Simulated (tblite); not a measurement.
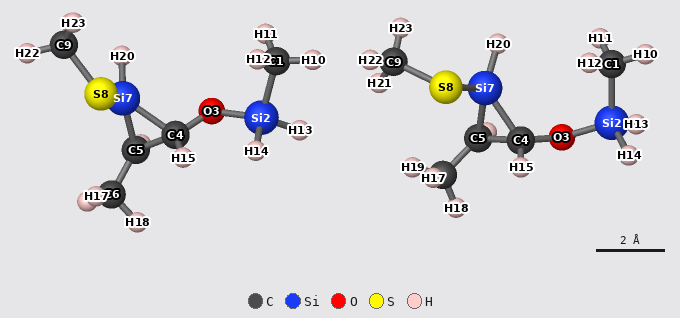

Two geometries of C$_{5}$H$_{14}$OSSi$_{2}$, drawn at one scale. One is the start of a relaxation, the other its converged end. The picture is a ball-and-stick view, seen at a tilt.

Level of theory: tblite 0.8.0, GFN2-xTB geometry optimisation, gas phase. 

> Which of the two is the end point?

The right one is the relaxed one. Over 224 geometry steps the energy falls by 1.082 eV. The atom that moves furthest after the best rigid fit is an H atom (2.03 Å). Largest moves by element: H 2.03 Å, Si 0.86 Å, O 0.84 Å, C 0.74 Å, S 0.36 Å. Among the contacts that change: C–Si 1.819 → 1.893 Å, C–H 1.141 → 1.085 Å, C–C 1.484 → 1.536 Å, O–Si 1.664 → 1.622 Å. Among the angles between lasting bonds that change: O–Si–H 116.4° → 98.6°, Si–O–C 118.3° → 130.5°, O–C–C 126.1° → 115.6°. Groups turn about C–S by about 75°, O–Si by about 60°, C–O by about 55°. The run took 9.3 s on 1 thread of Intel(R) Xeon(R) Processor @ 2.50GHz, with other jobs on the host.
